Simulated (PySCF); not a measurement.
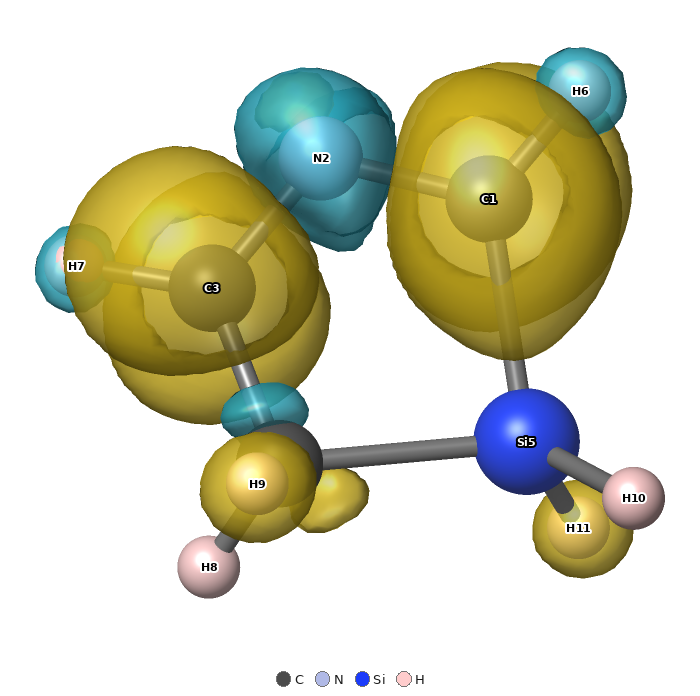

Figure. C$_{3}$H$_{6}$NSi (doublet). Isosurfaces of the spin density at +0.015 (yellow) and −0.015 e/Å³ (cyan), seen across its widest extent.

Geometry: GFN2-xTB.

Computed with UKS B3LYP, pcH-1 on C H N Si, non-relativistic, mean-field spin-orbit, GIAO in PySCF 2.14.0, density-fitted response routines.

```csv
atom,x (Å),y (Å),z (Å)
C,0.4303,-0.0665,1.4508
N,-0.8585,0.2344,1.3740
C,-1.3422,0.3434,0.1734
C,-0.5060,-0.0684,-0.9915
Si,1.2619,-0.1095,-0.2332
H,0.8097,-0.3186,2.4280
H,-2.3368,0.7437,0.0506
H,-0.6810,0.5892,-1.8415
H,-0.7913,-1.0741,-1.3099
H,1.9784,-1.3492,-0.5314
H,2.0410,1.0781,-0.5952
```

### Describe the spin distribution.

The unpaired spin (1 electron) lies mostly on C1 (about 0.4) and C3 (about 0.4), in electrons by Hirshfeld's partition.
